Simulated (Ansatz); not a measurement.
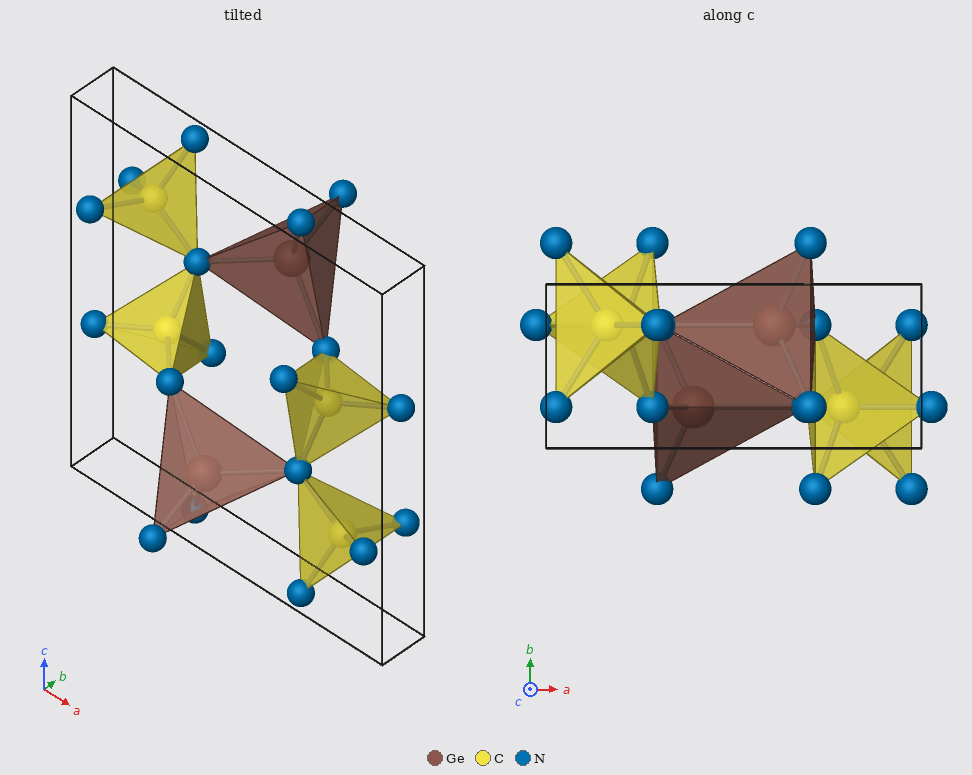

We look at a polyhedral model of the crystal slightly off an axis and along the c axis. The edges of the conventional unit cell are marked. Some atoms of the next cells are drawn as well.

GeC2N4, space group P2_1/m (No. 11), a = 6.930 Å, b = 2.641 Å, c = 7.040 Å, α = 90.00°, β = 119.26°, γ = 90.00°. Its origin is a structure type filled with these elements by a generator (whether the compound takes this form wasn't checked). Earlier steps of the study, as a rule a relaxation of our own, may have changed the cell and positions, so they can lie some per cent off the listed ones. Ansatz was used for an electronic-structure calculation on it.

This one geometry was computed with Ansatz (DFT, plane waves, PAW) at five levels of theory: PBE, PBE0, r2SCAN, PBE with spin-orbit coupling and HSE06. It was relaxed beforehand with r2SCAN.

Q: Which level gives the highest pressure at this volume, and what does that say about its equilibrium volume?

A: Highest: PBE (6.3 GPa) and PBE with spin-orbit coupling (6.2 GPa), which points to the largest equilibrium volume. Lowest, with the smallest volume: PBE0 (-4.0 GPa) and HSE06 (-3.9 GPa). Levels within 0.5 GPa of each other can't be told apart.

Q: How does the band gap change with the level of theory?

A: PBE: a gap of 2.14 eV, indirect; PBE with spin-orbit coupling: a gap of 2.14 eV, indirect; r2SCAN: a gap of 2.54 eV, indirect; HSE06: a gap of 3.66 eV, indirect; PBE0: a gap of 4.42 eV, indirect.

Q: Collect the results in a table.

A:
| level | cutoff (eV) | k-mesh of the run's cell | gap (eV) | pressure (GPa) |
| --- | --- | --- | --- | --- |
| PBE | 420 | 4×10×4 | 2.14 | 6.3 |
| PBE0 | 420 | 4×6×4 | 4.42 | -4.0 |
| r2SCAN | 500 | 4×10×4 | 2.54 | 0.0 |
| PBE with spin-orbit coupling | 420 | 4×10×4 | 2.14 | 6.2 |
| HSE06 | 420 | 4×6×4 | 3.66 | -3.9 |

Gaps are taken on the k-mesh or band path of each run.
